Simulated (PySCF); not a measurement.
C$_{4}$H$_{9}$FO$_{2}$Si$_{3}$ (SMILES C=C(F)[Si]1(C(C)=O)[SiH2]O[SiH2]1)

Input file:

```
{"job": {"kind": "nmr", "xc": "PBE0", "basis": "pcSseg-1"}, "charge": 0, "multiplicity": 1}
C      2.116810    -2.353925     0.040321
C      0.839684    -2.019958     0.104606
F     -0.089272    -3.017228     0.239078
Si     0.019719    -0.308452     0.042162
C      1.391283     1.029363    -0.187486
C      0.906443     2.440489    -0.382075
O      2.565153     0.738182    -0.174523
Si    -1.718402     0.075025     1.603560
O     -2.705024     0.116889     0.270866
Si    -1.989516    -0.156047    -1.202541
H      2.445831    -3.378915     0.090224
H      2.857974    -1.585067    -0.063029
H      0.168173     2.685090     0.377630
H      1.733407     3.146049    -0.344394
H      0.421422     2.506236    -1.354434
H     -1.848374     1.383756     2.244736
H     -2.221506    -0.988518     2.463488
H     -2.267803     1.031443    -2.010986
H     -2.635807    -1.335159    -1.764663
```

Launched as:

```sh
OMP_NUM_THREADS=1 python probes_run.py task.json out
```

Geometry: GFN2-xTB.

These are results of PBE0/pcSseg-1, SCF density, gas phase, non-relativistic in PySCF 2.14.0, not measurements.

Question: What will maps of the electron density and electron localisation function show?

Answer: C–O (1.21 Å): ρ is about 3.3 e/Å³ halfway; the ELF peaks at about 0.85 between the atoms; a multiple bond.
C–C (1.32 Å): the density is about 2.4 e/Å³ at the midpoint; the ELF peaks at about 0.95 between the atoms; a multiple bond.
C–F (1.37 Å): ρ at the midpoint is about 2.1 e/Å³, with its minimum of 1.7 e/Å³ about 0.5 Å from C; the ELF peaks at about 0.85 between the atoms; a shared but strongly polarised pair.
C–Si (1.90 Å): ρ is about 0.92 e/Å³ halfway; the ELF peaks at about 1 between the atoms, as expected for localised, covalent bonding.

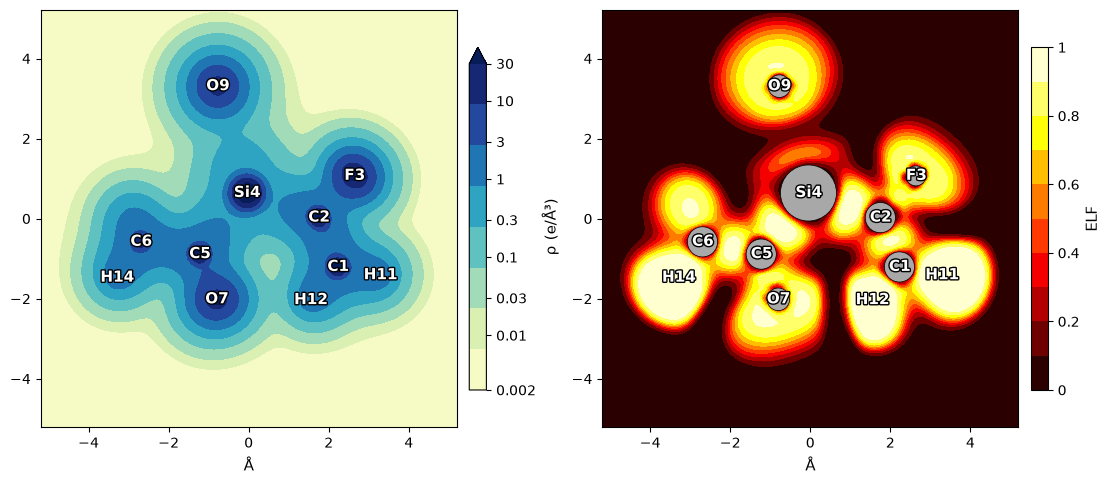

Computed electron density and electron localisation function on the plane of atoms C2, C1 and H12, in this order. Grey discs cover the atomic cores in the ELF map. 
